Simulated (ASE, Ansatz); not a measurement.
# Zr2CO2 MXene, 4 layers (80 atoms): a single point, part 2 of 2

What does DFT give for Zr2CO2 MXene, 4 layers (80 atoms) as built?

Ansatz 0.2.0; Kohn-Sham DFT, PBE+D4, PAW (set soft_2), plane waves.

The cell: 16 C, 32 Zr and 32 O. The cell is under 6 Å thick along two periodic directions.

So far. Step 2 (Plane-wave single point): The stored curve holds about 384 of the 640 electrons; the rest, give or take the few that broadening carries across the Fermi level, lie in deeper levels below its range.

## Step 3: Distances and neighbours

Bonds and neighbours are counted at the geometry of the runs.

Normalised to the volume that the atoms fill. Pair distribution functions g(r), in bins of 0.2 Å:

```csv
r (Å),total,O-O,O-Zr,O-C,Zr-Zr,Zr-C,C-C
2.10,2.88,0.00,9.00,0.00,0.00,0.00,0.00
2.30,2.19,0.00,0.09,0.00,0.00,13.50,0.00
2.50,0.24,0.00,0.00,0.00,0.00,1.50,0.00
2.70,0.00,0.00,0.00,0.00,0.00,0.00,0.00
2.90,0.39,1.13,0.00,1.30,0.00,0.00,0.00
3.10,1.30,0.10,0.00,8.00,0.00,0.00,0.00
3.30,3.40,7.00,0.00,0.00,11.00,0.00,13.10
3.50,0.18,0.45,0.00,0.00,0.23,0.00,1.81
3.70,0.42,0.51,1.05,0.00,0.00,0.00,0.00
3.90,0.47,0.96,0.98,0.00,0.00,0.00,0.00
4.10,1.73,0.00,2.93,0.00,0.00,4.97,0.00
4.30,0.00,0.00,0.00,0.00,0.00,0.00,0.00
4.50,0.83,1.06,0.00,4.14,0.00,0.00,0.00
4.70,0.67,0.00,0.95,0.00,2.30,0.00,0.00
4.90,1.04,1.03,2.71,0.00,0.04,0.00,0.00
5.10,0.51,1.49,0.70,0.30,0.00,0.00,0.00
5.30,2.15,0.00,3.09,0.49,0.75,5.95,0.00
5.50,0.01,0.09,0.00,0.00,0.00,0.00,0.00
5.70,1.27,0.25,0.42,6.63,0.21,0.00,0.00
5.90,1.72,2.50,0.83,0.00,5.40,0.00,4.96
6.10,0.43,1.71,0.00,0.42,0.00,0.57,0.00
6.30,0.37,0.00,0.54,0.69,0.53,0.00,0.00
6.50,0.34,0.47,0.23,0.33,0.00,0.89,0.00
6.70,0.91,1.87,0.02,0.64,2.08,0.10,3.69
6.90,1.12,2.19,2.11,0.09,0.00,0.48,0.00
7.10,1.56,0.02,2.63,0.34,0.40,3.70,0.00
7.30,0.60,0.54,0.32,2.11,0.02,0.46,0.00
7.50,0.79,0.39,0.07,1.76,2.16,0.32,0.56
```

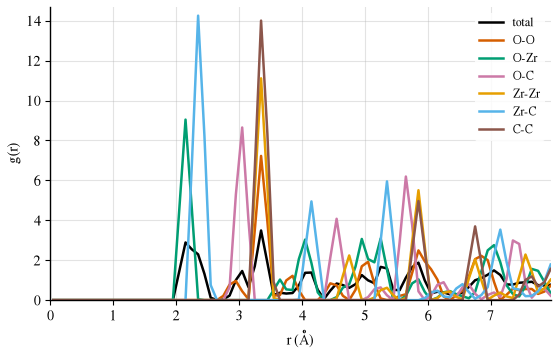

Pair distribution functions, lightly smoothed.

Bonds by pair of elements; cutoffs follow the first minimum of g(r), held within bounds set by covalent radii, and pairs that aren't listed don't count as bonded:

```
pair A-B  cutoff (Å)  bonds  mean length (Å)  spread (Å)  shortest (Å)  B about A  A about B
    O-Zr        2.82     96             2.16       0.015          2.12          3          3
    Zr-C        2.81     96             2.38       0.015          2.35          3          6
```

How many atoms have how many bonded neighbours:

```csv
element,mean,3,6
C,6,0,16
O,3,32,0
Zr,6,0,32
```

Bond angles (no mean is given where the spread exceeds 20°):

```
  angle  count  mean (°)  spread (°)
 C-Zr-O    288         -           -
Zr-C-Zr    240         -           -
 C-Zr-C     96      90.3         0.5
 O-Zr-O     96       103         0.6
Zr-O-Zr     96       103         0.6
```

By these cutoffs all C atoms have 6, all O atoms have 3 and all Zr atoms have 6 bonded neighbours.

A closer look about Zr43, which bears the longest force: 16 atoms, nearest first, numbered in the order of the input, with positions taken from that point.

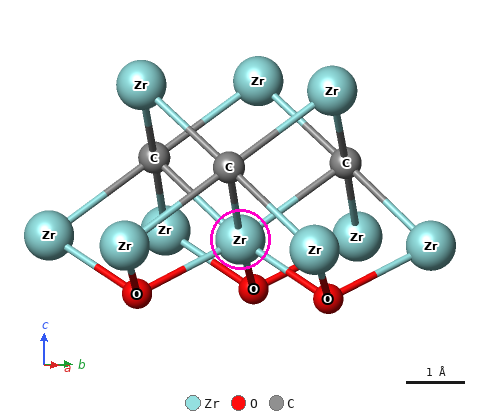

The atoms of the table, within 3.4 Å (arrows a, b, c point along x, y, z); some may hide others; the central atom is ringed.

```
atom      x      y      z  distance (Å)  bonds  Löwdin charge (e)     Fx     Fy  Fz (eV/Å)
Zr43   0.00   0.00   0.00          0.00      6               1.19  -0.03  -0.18      -1.21
 O45  -1.68   0.98  -0.95          2.16      3              -0.65   0.04   0.16       0.91
 O50   0.00  -1.94  -0.95          2.16      3              -0.65   0.13   0.11       0.95
 O55   1.69   0.98  -0.95          2.18      3              -0.65  -0.01   0.07       0.91
 C41  -1.69  -0.96   1.35          2.37      6              -0.92   0.19  -0.04      -0.06
 C51   1.71  -0.97   1.35          2.38      6              -0.92  -0.12  -0.06      -0.15
 C56   0.01   1.97   1.35          2.39      6              -0.92  -0.02  -0.08      -0.01
Zr52   1.68   0.98   2.70          3.33      6               1.19   0.31  -0.14       1.17
Zr42  -1.69   0.99   2.70          3.34      6               1.19  -0.21  -0.21       1.12
Zr47  -0.01  -1.94   2.71          3.34      6               1.19   0.06   0.00       0.94
Zr48  -1.67   2.93  -0.03          3.37      6               1.19  -0.44  -0.05      -0.89
Zr58   1.68   2.92  -0.02          3.37      6               1.19   0.38  -0.02      -0.98
Zr53  -3.37  -0.01  -0.01          3.37      6               1.19  -0.01   0.21      -0.90
Zr53   3.38  -0.01  -0.01          3.38      6               1.19  -0.01   0.21      -0.90
Zr58  -1.70  -2.93  -0.02          3.38      6               1.19   0.38  -0.02      -0.98
Zr48   1.71  -2.92  -0.03          3.38      6               1.19  -0.44  -0.05      -0.89
```

The column of bonds counts only the pairs O-Zr within 2.82 Å, Zr-C within 2.81 Å; other neighbours, such as metal atoms beside each other in a compound, aren't counted, and periodic images can show an atom twice.

## Step 4: Outcome

| Item | Value |
| --- | --- |
| free energy per atom | -1952.0587 eV/atom |
| r.m.s. force component | 0.4179 eV/Å |
| gap (highest filled to lowest empty level) | 0.8391 eV |
| potential in mid-vacuum, over the Fermi level | 5.422 eV |
| wall time of the 1 DFT run | 90 s |

The highest filled and lowest empty levels differ by 0.839 eV on the run's k-points; the mesh holds the band edges only if they fold onto it, so the gap at this level can be narrower or closed, while semilocal functionals tend to narrow gaps against experiment. The potential stands 5.41 eV above the highest filled level over the upper face and 5.44 eV under the lower one, a reading of the ionisation potential at this level on the run's k-points, but a rough one: there is no dipole correction, and the values are taken inside the vacuum, not at the faces. By these cutoffs all C atoms have 6, all O atoms have 3 and all Zr atoms have 6 bonded neighbours.

**Limits.** The geometry was built by rule and isn't relaxed at this level: its force components are 0.42 eV/Å r.m.s.

[Logs are printed without paths, hosts, clocks, repeated set-up lines and the standing remarks that a program may print on its own settings, such as how far it seeks lower states.]

[Hosts, paths, dates, database ids (printed as entryN), source tags and the programs' standing remarks are cut or masked in the printed files.]
